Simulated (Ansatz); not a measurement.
**BLYP/STO-3G run of BClF2 (SMILES FB(F)Cl)**

What is the vertical ionisation energy of BClF2 at BLYP/STO-3G? 

The calculation is run with Ansatz 0.2.0.

66 further runs of the same task are left out: 7 that didn't finish, 59 set aside as unsound or not needed.

### 1 Starting point

BClF2 has 4 atoms, charge 0, and is taken as a singlet. As SMILES, `FB(F)Cl`. Geometry: relaxed at PBE0-D4/def2-TZVP.

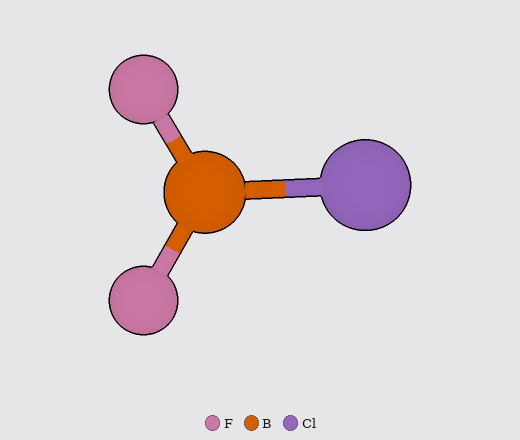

Viewed from a chosen angle; fluorine pink, boron orange, chlorine purple.

### 2 The energy at BLYP/STO-3G

Input file job.yaml:

```yaml
crystal:
  periodic: [false, false, false]
  atoms:
    - {symbol: F, position_ang: [-0.173700, -1.254300, -0.546300]}
    - {symbol: B, position_ang: [-0.067100, -0.041300, -0.062000]}
    - {symbol: F, position_ang: [-1.011600, 0.830100, -0.317700]}
    - {symbol: Cl, position_ang: [1.307900, 0.405300, 0.905700]}
basis:
  gaussian:
    orbitals: STO-3G
accuracy: high
hamiltonian:
  xc: {name: BLYP}
```

Started as:

```sh
$ ansatz run job.yaml --threads 1 --pin off --max-ram 2610MiB --events-out events.jsonl --progress --plain --runs-dir runs
```

The log of the run:

```text
Warning: RAYON_NUM_THREADS=1 ignored (pool sized by the plan → 1); use --threads N
Functional definition: BLYP
  name "BLYP"
  parameter beta = 0.0042
  parameter a = 0.04918
  parameter b = 0.132
  parameter c = 0.2533
  parameter d = 0.349
  exchange = b88_x(beta = beta)
  correlation = lyp_c(a = a, b = b, c = c, d = d)
443 factors; integrals over basis functions are off by at most 3.2e-8 eV
mean field evaluation 1: about -18409.0701 eV, gradient 1.6e1 eV
mean field evaluation 2: about -18408.6303 eV, gradient 2.1e1 eV
mean field evaluation 4: about -18410.0803 eV, gradient 8.3e-1 eV
mean field evaluation 8: about -18410.0394 eV, gradient 2.2e-2 eV
mean field evaluation 16: about -18410.0394 eV, gradient 1.1e-8 eV
mean field -18410.03939299 eV, -676.5564689193 hartree, gradient 1.1e-8 eV, S^2 0.000000; 0 other end points of the search recorded, 0 dependent functions left out
reference -18410.03942244 eV, -676.5564700019 hartree; 20, 20 occupied and 4, 4 virtual orbitals, 443 factors
Total energy: -18410.03942244 eV, -676.5564700019 hartree
```

It took 1.3 s on 1 thread of Arm Neoverse V1, shared host; peak memory 0.098 GiB.

### 3 The doublet cation

Input file in.yaml:

```yaml
crystal:
  periodic: [false, false, false]
  atoms:
    - {symbol: F, position_ang: [-0.173700, -1.254300, -0.546300]}
    - {symbol: B, position_ang: [-0.067100, -0.041300, -0.062000]}
    - {symbol: F, position_ang: [-1.011600, 0.830100, -0.317700]}
    - {symbol: Cl, position_ang: [1.307900, 0.405300, 0.905700]}
basis:
  gaussian: {orbitals: STO-3G}
hamiltonian: {xc: {name: BLYP}}
magnetization: {spin_polarized: true, initial_magnetization: 1}
total_charge: 1
accuracy: high
```

Started as:

```sh
$ ansatz run in.yaml --threads 1 --pin off --max-ram 2610MiB --events-out events.jsonl --progress --plain --runs-dir runs
```

The log of the run (excerpt; [...] marks lines left out):

```text
Warning: RAYON_NUM_THREADS=1 ignored (pool sized by the plan → 1); use --threads N
[... 9 set-up lines as earlier in the session ...]
443 factors; integrals over basis functions are off by at most 3.2e-8 eV
mean field evaluation 1: about -18397.0004 eV, gradient 1.9e1 eV
mean field evaluation 2: about -18373.7156 eV, gradient 6.7e1 eV
mean field evaluation 4: about -18399.0277 eV, gradient 9.7e0 eV
mean field evaluation 8: about -18400.1196 eV, gradient 2.1e0 eV
mean field evaluation 16: about -18400.1193 eV, gradient 4.7e-6 eV
mean field evaluation 32: about -18399.0446 eV, gradient 8.1e0 eV
mean field evaluation 64: about -18399.4214 eV, gradient 1.4e-2 eV
mean field -18400.11934308 eV, -676.1919138095 hartree, gradient 4.5e-8 eV, S^2 0.750722; 8 other end points of the search recorded, 0 dependent functions left out
reference -18400.11937266 eV, -676.1919148962 hartree; 20, 19 occupied and 4, 5 virtual orbitals, 443 factors
Total energy: -18400.11937266 eV, -676.1919148962 hartree
```

Wall time 4.5 s (1 thread of Arm Neoverse V1, shared host); peak memory 0.13 GiB.

### 4 Summary of results

Level: BLYP/STO-3G.

| quantity | value |
| --- | --- |
| singlet BClF2: total energy | -676.55647 Eh |
| doublet cation: total energy | -676.19191 Eh |
| doublet cation: ⟨S²⟩ | 0.751 |
| vertical ionisation energy (to the doublet cation) | 9.920 eV |

In words: Removing an electron at fixed nuclei costs 9.92 eV (229 kcal/mol). In a minimal basis such a difference can be off by several eV, whatever the method.
